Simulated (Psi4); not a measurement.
**Run report: CH₄AlNO, single-point calculation (part 2 of 2)**

CH₄AlNO; wB97X-D/def2-SVP, UKS (Psi4 1.11). 

Geometry of the input (Å):
```
C  -0.5472  0.5045  -0.0532
N  0.2837  -0.0044  1.0415
Al -0.2571  -1.6170  0.5959
O  -1.1137  -0.6866  -0.5882
H  0.3324  1.2769  -1.2135
H  -1.3457  1.1735  0.2961
H  0.8145  0.6295  1.6083
H  -0.1272  -3.1361  0.9648
```

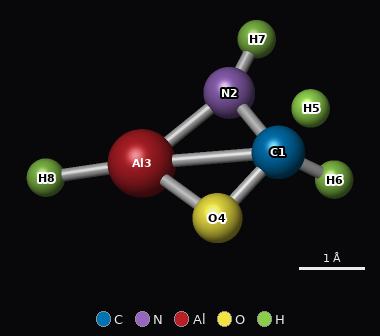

*The input geometry (ball-and-stick view, seen at a tilt; atoms are numbered from 1 in the order of the input). Sticks mark near contacts.*

**The program's output, continued**
```
    Molecular point group: c1
    Full point group: C1

    Geometry (in Angstrom), charge = 0, multiplicity = 1:

       Center              X                  Y                   Z               Mass
    ------------   -----------------  -----------------  -----------------  -----------------
         C           -0.168177550047     1.171189291109    -0.358422710918    12.000000000000
         N            0.662722449953     0.662289291109     0.736277289082    14.003074004430
         AL           0.121922449953    -0.950310708891     0.290677289082    26.981538530000
         O           -0.734677550047    -0.019910708891    -0.893422710918    15.994914619570
         H            0.711448449953     1.943562291109    -1.518707710918     1.007825032230
         H           -0.966677550047     1.840189291109    -0.009122710918     1.007825032230
         H            1.193522449953     1.296189291109     1.303077289082     1.007825032230
         H            0.251822449953    -2.469410708891     0.659577289082     1.007825032230

  Running in c1 symmetry.

  Rotational constants: A =      0.37542  B =      0.25216  C =      0.15818 [cm^-1]
  Rotational constants: A =  11254.75099  B =   7559.53730  C =   4742.20583 [MHz]
  Nuclear repulsion =  157.539933545308998

  Charge       = 0
  Multiplicity = 1
  Electrons    = 38
  Nalpha       = 19
  Nbeta        = 19

  ==> Algorithm <==

  SCF Algorithm Type is DF.
  DIIS enabled.
  MOM disabled.
  Fractional occupation disabled.
  Guess Type is READ.
  Energy threshold   = 1.00e-06
  Density threshold  = 1.00e-06
  Integral threshold = 1.00e-12

  ==> Primary Basis <==

  Basis Set: DEF2-SVP
    Blend: DEF2-SVP
    Number of shells: 38
    Number of basis functions: 80
    Number of Cartesian functions: 84
    Spherical Harmonics?: true
    Max angular momentum: 2

  ==> DFT Potential <==

   => LibXC <=

    Version 7.1.2

   => Composite Functional: WB97X-D <=

    wB97X-D Hyb-GGA Exchange-Correlation Functional

    Deriv               =              1
    GGA                 =           TRUE
    Meta                =          FALSE

    Exchange Hybrid     =           TRUE
    MP2 Hybrid          =          FALSE

   => Exchange-Correlation Functionals <=

    1.0000   wB97X-D range-separated functional

   => Exact (HF) Exchange <=

    0.7780            HF,LR [omega = 0.2000]
    0.2220               HF

   => LibXC Density Thresholds  <==

    XC_HYB_GGA_XC_WB97X_D:  1.00E-14

   => Molecular Quadrature <=

    Radial Scheme          =       TREUTLER
    Pruning Scheme         =           NONE
    Nuclear Scheme         =       TREUTLER

    Blocking Scheme        =         OCTREE
    BS radius alpha        =              1
    Pruning alpha          =              1
    Radial Points          =             75
    Spherical Points       =            302
    Total Points           =         173412
    Total Blocks           =           1360
    Max Points             =            256
    Max Functions          =             80
    Weights Tolerance      =       1.00E-15

   => Loading Basis Set <=

    Name: (DEF2-SVP AUX)
    Role: JKFIT
    Keyword: DF_BASIS_SCF

   => Loading Basis Set <=

    Name: DEF2-SVP
    Role: ORBITAL
    Keyword: BASIS

  Reading orbitals from file scr/job.default.5329.180.npy, no projection.

  ==> Integral Setup <==

  DFHelper Memory: AOs need 0.064 GiB; user supplied 0.785 GiB.
  SCF_SUBTYPE=INCORE selected. In-core MEM_DF algorithm will be used.
  Using in-core AOs.

  ==> MemDFJK: Density-Fitted J/K Matrices <==

    J tasked:                   Yes
    K tasked:                   Yes
    wK tasked:                  Yes
    Omega:                2.000E-01
    Memory [MiB]:               804
    Algorithm:                 Core
    Schwarz Cutoff:           1E-12
    Mask sparsity (%):       0.6250
    Fitting Condition:        1E-10

   => Auxiliary Basis Set <=

  Basis Set: (DEF2-SVP AUX)
    Blend: DEF2-UNIVERSAL-JKFIT
    Number of shells: 137
    Number of basis functions: 429
    Number of Cartesian functions: 510
    Spherical Harmonics?: true
    Max angular momentum: 4

  Cached 100.0% of DFT collocation blocks in 0.332 [GiB].

  Minimum eigenvalue in the overlap matrix is 5.0444998360E-03.
  Reciprocal condition number of the overlap matrix is 9.2567343451E-04.
    Using symmetric orthogonalization.

  ==> Pre-Iterations <==

  SCF Guess: Orbitals guess was supplied from a previous computation.

   -------------------------------------------------------
    Irrep   Nso     Nmo     Nalpha   Nbeta   Ndocc  Nsocc
   -------------------------------------------------------
     A         80      80      19      19      19       0
   -------------------------------------------------------
    Total      80      80      19      19      19       0
   -------------------------------------------------------

  ==> Iterations <==

                           Total Energy        Delta E     RMS |[F,P]|

   @DF-UKS iter   0:  -412.59443098497178   -4.12594e+02   2.51307e-03
   @DF-UKS iter   1:  -412.60980314409181   -1.53722e-02   6.82252e-04 ADIIS/DIIS
   @DF-UKS iter   2:  -412.61032515396391   -5.22010e-04   6.28325e-04 ADIIS/DIIS
   @DF-UKS iter   3:  -412.61158177585492   -1.25662e-03   8.08197e-05 DIIS
   @DF-UKS iter   4:  -412.61160492936528   -2.31535e-05   6.16592e-05 DIIS
   @DF-UKS iter   5:  -412.61161728403187   -1.23547e-05   8.12600e-06 DIIS
   @DF-UKS iter   6:  -412.61161804580826   -7.61776e-07   3.32007e-06 DIIS
   @DF-UKS iter   7:  -412.61161820591872   -1.60110e-07   2.33207e-06 DIIS
   @DF-UKS iter   8:  -412.61161827885888   -7.29402e-08   1.40203e-06 DIIS
   @DF-UKS iter   9:  -412.61161835090286   -7.20440e-08   6.94398e-07 DIIS
  Energy and wave function converged.

  ==> Post-Iterations <==

   Electrons on quadrature grid:
      Nalpha   =   18.9999927985 ; deviation = -7.201e-06
      Nbeta    =   18.9999927976 ; deviation = -7.202e-06
      Ntotal   =   37.9999855961 ; deviation = -1.440e-05

   @Spin Contamination Metric:   2.541858635E-08
   @S^2 Expected:                0.000000000E+00
   @S^2 Observed:                2.541858635E-08
   @S   Expected:                0.000000000E+00
   @S   Observed:                0.000000000E+00

    Orbital Energies [Eh]
    ---------------------

    Alpha Occupied:

       1A    -56.186429     2A    -19.233042     3A    -14.422218
       4A    -10.403892     5A     -4.261204     6A     -2.806134
       7A     -2.801964     8A     -2.800399     9A     -1.094302
      10A     -0.925234    11A     -0.690035    12A     -0.607644
      13A     -0.526126    14A     -0.501024    15A     -0.473025
      16A     -0.421745    17A     -0.391418    18A     -0.352709
      19A     -0.308591

    Alpha Virtual:

      20A      0.041654    21A      0.076726    22A      0.087205
      23A      0.098827    24A      0.182968    25A      0.197157
      26A      0.207350    27A      0.260099    28A      0.280203
      29A      0.344767    30A      0.394366    31A      0.423663
      32A      0.442727    33A      0.525321    34A      0.540016
      35A      0.551777    36A      0.565270    37A      0.586611
      38A      0.624646    39A      0.689024    40A      0.730699
      41A      0.742759    42A      0.787126    43A      0.827991
      44A      0.887217    45A      0.916537    46A      0.952185
      47A      1.008645    48A      1.096849    49A      1.158307
      50A      1.172133    51A      1.277284    52A      1.389381
      53A      1.420247    54A      1.509798    55A      1.564868
      56A      1.618138    57A      1.654437    58A      1.676332
      59A      1.710539    60A      1.753544    61A      1.831716
      62A      1.909435    63A      1.957055    64A      1.989035
      65A      2.116747    66A      2.156578    67A      2.245895
      68A      2.298827    69A      2.343501    70A      2.557404
      71A      2.669517    72A      2.681802    73A      2.789565
      74A      2.941486    75A      3.005956    76A      3.024107
      77A      3.092437    78A      3.118412    79A      3.453781
      80A      3.494329

    Beta Occupied:

       1A    -56.186429     2A    -19.233042     3A    -14.422218
       4A    -10.403895     5A     -4.261204     6A     -2.806134
       7A     -2.801964     8A     -2.800399     9A     -1.094304
      10A     -0.925235    11A     -0.690040    12A     -0.607645
      13A     -0.526130    14A     -0.501026    15A     -0.473027
      16A     -0.421745    17A     -0.391418    18A     -0.352710
      19A     -0.308584

    Beta Virtual:

      20A      0.041655    21A      0.076726    22A      0.087205
      23A      0.098823    24A      0.182967    25A      0.197157
      26A      0.207348    27A      0.260098    28A      0.280201
      29A      0.344763    30A      0.394365    31A      0.423663
      32A      0.442727    33A      0.525320    34A      0.540018
      35A      0.551776    36A      0.565273    37A      0.586612
      38A      0.624644    39A      0.689024    40A      0.730696
      41A      0.742760    42A      0.787122    43A      0.827991
      44A      0.887216    45A      0.916537    46A      0.952184
      47A      1.008645    48A      1.096849    49A      1.158307
      50A      1.172132    51A      1.277284    52A      1.389381
      53A      1.420249    54A      1.509801    55A      1.564873
      56A      1.618145    57A      1.654439    58A      1.676333
      59A      1.710539    60A      1.753556    61A      1.831718
      62A      1.909435    63A      1.957054    64A      1.989032
      65A      2.116747    66A      2.156574    67A      2.245895
      68A      2.298825    69A      2.343503    70A      2.557403
      71A      2.669516    72A      2.681802    73A      2.789563
      74A      2.941483    75A      3.005955    76A      3.024105
      77A      3.092434    78A      3.118411    79A      3.453780
      80A      3.494327

    Final Occupation by Irrep:
              A
    DOCC [    19 ]
    SOCC [     0 ]
    NA   [    19 ]
    NB   [    19 ]

  @DF-UKS Final Energy:  -412.61161835090286

   => Energetics <=

    Nuclear Repulsion Energy =            157.5399335453089975
    One-Electron Energy =                -882.0997955088964773
    Two-Electron Energy =                 340.9237840647462008
    DFT Exchange-Correlation Energy =     -28.9734000592891441
    Empirical Dispersion Energy =          -0.0021403927723737
    VV10 Nonlocal Energy =                  0.0000000000000000
    Total Energy =                       -412.6116183509028588

  UHF NO Occupations:
  HONO-2 :   17  A 2.0000000
  HONO-1 :   18  A 2.0000000
  HONO-0 :   19  A 2.0000000
  LUNO+0 :   20  A 0.0000000
  LUNO+1 :   21  A 0.0000000
  LUNO+2 :   22  A 0.0000000
  LUNO+3 :   23  A 0.0000000

Computation Completed

Properties will be evaluated at   0.000000,   0.000000,   0.000000 [a0]

Properties computed using the SCF density matrix

 Multipole Moments:

 ------------------------------------------------------------------------------------
     Multipole            Electronic (a.u.)      Nuclear  (a.u.)        Total (a.u.)
 ------------------------------------------------------------------------------------

 L = 1.  Multiply by 2.5417464519 to convert [e a0] to [Debye]
 Dipole X            :         -0.6588776            0.9971690            0.3382914
 Dipole Y            :         -3.6243055            3.3266097           -0.2976957
 Dipole Z            :          0.8269583            0.1316232            0.9585815
 Magnitude           :                                                    1.0592177

 ------------------------------------------------------------------------------------

	total time  =          6 seconds =       0.10 minutes

    Psi4 run time: 0:00:08.33
```

**Key numbers**

```json
{"quantity": "outcome", "value": "converged"}
{"quantity": "total energy", "value": "−412.611618 hartree"}
{"quantity": "dispersion energy", "value": "−0.002140 hartree"}
{"quantity": "basis functions", "value": "80"}
{"quantity": "HOMO", "value": "−8.40 eV"}
{"quantity": "LUMO", "value": "1.13 eV"}
{"quantity": "dipole moment", "value": "2.69 D"}
{"quantity": "wall time", "value": "9.6 s"}
{"quantity": "peak memory", "value": "0.62 GiB"}
```
